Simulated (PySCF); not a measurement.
```xyz
6
charge 0, multiplicity 1
Si   -0.8260    0.0827   -0.1954
H    -0.8747   -0.5954   -1.5034
H    -1.1219   -0.8095    0.9500
O    -1.8810    1.3218   -0.2809
F     0.6613    0.6146    0.0357
H    -2.0947    1.8074    0.5167
```

What structure does this define?

The molecule is FH3OSi. The point group is C1. Coordination: 1 Si tetrahedral; 1 O bent.

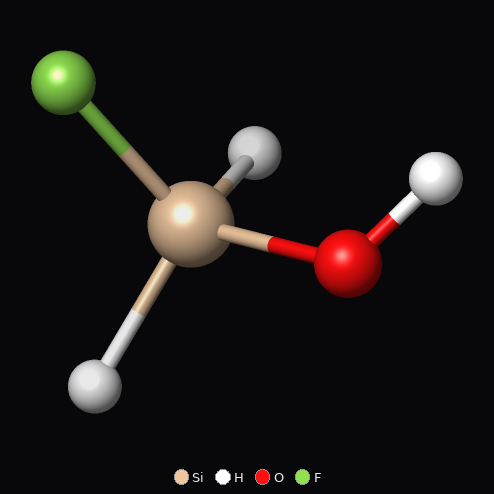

Simulated data, not a measurement (program: PySCF).
